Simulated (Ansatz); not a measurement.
**BF₂ (charge +1): energy and gradient calculation**

System: BF₂, charge +1.
Method: HF/def2-SVP, RHF (Ansatz 0.2.0).

The geometry comes from this level: PBE0-D4/def2-TZVP. Figures and captions count atoms from 1; the log counts them from 0 in places.

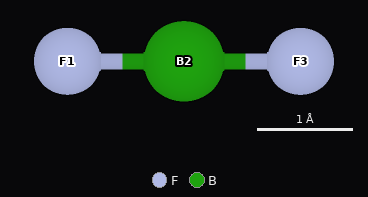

*The input geometry (ball-and-stick view, seen on its broad side; atoms are numbered from 1 in the order of the input).*

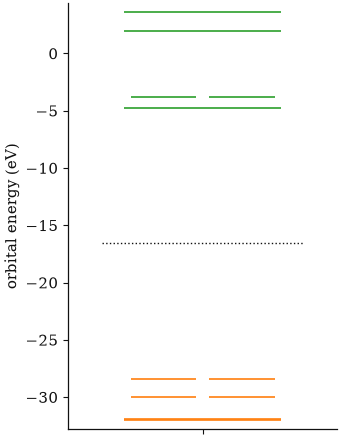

*Orbital energies near the frontier; the dotted line parts filled from empty levels, and levels within 0.02 eV of each other stand side by side.*

Highest filled −28.46 eV, lowest empty −4.73 eV, 23.73 eV apart.

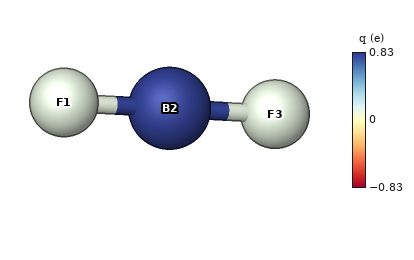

*Mulliken charges, as the colour of each atom (ball-and-stick view, seen at a tilt; atoms are numbered from 1 in the order of the input; Mulliken charges depend strongly on the basis).*

By element: F +0.10 and B +0.79 e.

The input and output of the run follow.

Input file
```yaml
crystal:
  periodic: [false, false, false]
  atoms:
    - {symbol: F, position_ang: [0.329710, 1.140520, 0.307700]}
    - {symbol: B, position_ang: [0.000000, -0.000000, 0.000000]}
    - {symbol: F, position_ang: [-0.329720, -1.140520, -0.307700]}
basis:
  gaussian:
    orbitals: def2-SVP
total_charge: 1
hamiltonian:
  xc: hf
accuracy: high
output: {forces: true, orbitals: {seedname: orbitals}}
```

Launch command:
```bash
ansatz run molecule.yaml --threads 1 --pin off --max-ram 3480MiB --events-out events.jsonl --progress --plain --runs-dir runs
```

What the program printed
```
Functional definition: HF
  name "HF"
  exchange = exact_x
  correlation = 0
785 factors; integrals over basis functions are off by at most 3.0e-9 eV
mean field evaluation 1: about -6066.4984 eV, gradient 5.7e1 eV
mean field evaluation 2: about -6066.5004 eV, gradient 5.7e1 eV
mean field evaluation 4: about -6071.5759 eV, gradient 1.4e0 eV
mean field evaluation 8: about -6071.5819 eV, gradient 3.7e-4 eV
mean field -6071.58186182 eV, -223.1265179558 hartree, gradient 1.2e-8 eV, S^2 0.000000; 0 other end points of the search recorded, 0 dependent functions left out
the calculation of the forces begins
reference -6071.58186182 eV, -223.1265179558 hartree; 11, 11 occupied and 31, 31 virtual orbitals, 785 factors
Total energy: -6071.58186182 eV, -223.1265179558 hartree
Atom 0 at     0.329710     1.140520     0.307700 Å, force    -0.291715    -1.009147    -0.272257 eV/Å
Atom 1 at     0.000000    -0.000000     0.000000 Å, force    -0.000039     0.000010     0.000003 eV/Å
Atom 2 at    -0.329720    -1.140520    -0.307700 Å, force     0.291754     1.009137     0.272254 eV/Å
Dipole moment:     0.000006    -0.000002    -0.000000 e Å
```

Summary

```csv
quantity,value
outcome,converged
total energy,−223.126518 hartree
basis functions,42
largest force,1.085 eV/Å
SCF solution under orbital rotations,stable
HOMO,−28.46 eV
LUMO,−4.73 eV
hardware,"1 thread of Intel Xeon (Granite Rapids), 16 GiB of memory available, shared host"
peak memory,0.097 GiB
```
